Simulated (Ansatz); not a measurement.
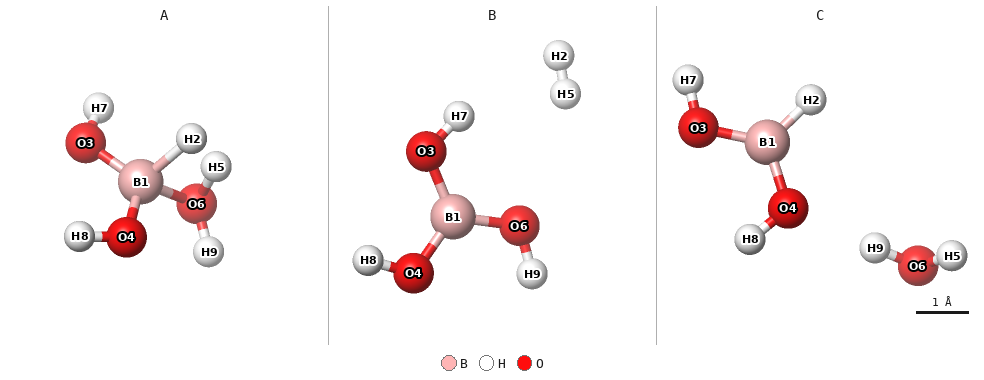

Three geometries of BH₅O₃: a saddle point and the two minima that it joins, in shuffled order. A ball-and-stick model, seen at a tilt. Sticks join atoms that are closer than about 1.2 times the sum of their covalent radii (a little more with hydrogen).

Stationary points at PBE0-D4/def2-TZVP, single-point energies with CCSD(T)/CBS, PBE0-D4, SPW92 (LDA), wB97M-V, PBE-D4, RPA@PBE (def2-TZVPP where no basis is named; Ansatz 0.2.0). The energies are electronic, without zero-point or thermal terms, and both ends are the minima reached downhill from the saddle, with any fragments still in contact. CCSD(T)/CBS stands for a frozen-core estimate: MP2 correlation extrapolated from def2-TZVPP and def2-QZVPP, CCSD(T) minus MP2 from the smaller set.

**Which frame is the transition state, what reaction does it lead through, and what barrier is to be expected?**

Frame A is the saddle point. Counted by bonded pieces, C holds BH₃O₂ + H₂O and B holds BH₃O₃ + H₂. From C over the saddle to B, bonds form: B1–O6 (3.84 → 1.59 → 1.37 Å), H2–H5 (4.05 → 1.07 → 0.75 Å). Bonds break: B1–H2 (1.20 → 1.41 → 3.81 Å), H5–O6 (0.96 → 1.20 → 2.73 Å). The saddle has one imaginary mode, 1398i cm⁻¹. With CCSD(T)/CBS the barrier is 37.2 kcal/mol from C and 57.6 kcal/mol from B, and B lies 20.3 kcal/mol below C.

| level | barrier from C (kcal/mol) | barrier from B (kcal/mol) | B less C (kcal/mol) |
| --- | --- | --- | --- |
| CCSD(T)/CBS | 37.2 | 57.6 | −20.3 |
| PBE0-D4 | 31.6 | 52.1 | −20.5 |
| SPW92 (LDA) | 19.0 | 40.2 | −21.2 |
| wB97M-V | 34.0 | 55.2 | −21.2 |
| PBE-D4 | 28.7 | 48.7 | −20.0 |
| RPA@PBE | 36.5 | 56.6 | −20.1 |

Against CCSD(T)/CBS, RPA@PBE comes closest on the barrier from C (−0.8 kcal/mol) and SPW92 (LDA) misses most (−18.2 kcal/mol).
